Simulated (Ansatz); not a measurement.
The figure comes from a scan of HfO$_{2}$ (fluorite): volume and axial ratio are varied about the relaxed values (subscript 0). Calculation: PBE (plane waves to 420 eV, PAW, scalar-relativistic; Ansatz, a program for electronic structure). k mesh 11×11×11 (Γ-centred), Fermi-Dirac smearing 0.05 eV. Energies are smeared free energies. HfO2 is run without spin polarisation. HfO2 was relaxed with its symmetry unable to fall. Spin-orbit coupling is left out, though Hf is heavy. The PAW data are Ansatz's earlier set. This is a high-temperature form of HfO2. ΔE is measured from the relaxed starting cell.

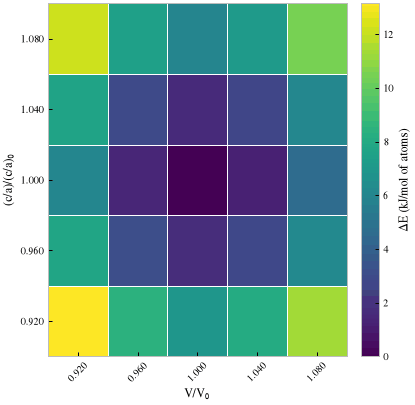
Figure: ΔE (kJ/mol of atoms), one tile a computed point.

Task: Turn the plot into a table (rounded to what can be read).

Result: To the nearest 2:

ΔE (kJ/mol of atoms), with V/V₀ across and (c/a)/(c/a)₀ down:

```tsv
(c/a)/(c/a)₀ \ V/V₀	0.920	0.960	1.000	1.040	1.080
0.920	14	8	6	8	12
0.960	8	4	2	2	6
1.000	6	2	0	2	4
1.040	8	2	2	2	6
1.080	12	8	6	8	10
```

(A scan under strain: stresses follow from slopes of the energy per volume, elastic moduli from its curvatures.)
